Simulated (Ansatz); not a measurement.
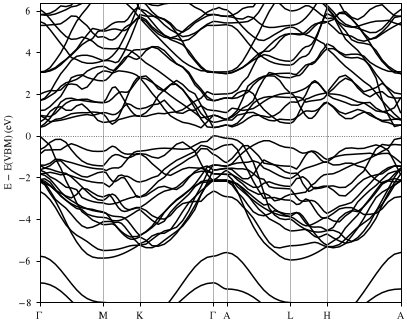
*Band structure from r²SCAN+D4 (plane waves, PAW; program Ansatz)*

### Question
Read off the gap and where the band edges lie.

### Answer
About 0.4 eV (0.38 eV by a search for the band edges); maximum at Γ, minimum on the K–Γ line, 85 % of the way from K.

The material is Ge2Sb2Te5 in space group P-3m1 (No. 164; Pearson symbol hP9).

The r²SCAN+D4 relaxation kept the symmetry of its start. Scalar-relativistic: spin–orbit coupling is off unless named, which matters more the heavier the elements.

Potentials: the later of the program's two PAW sets.
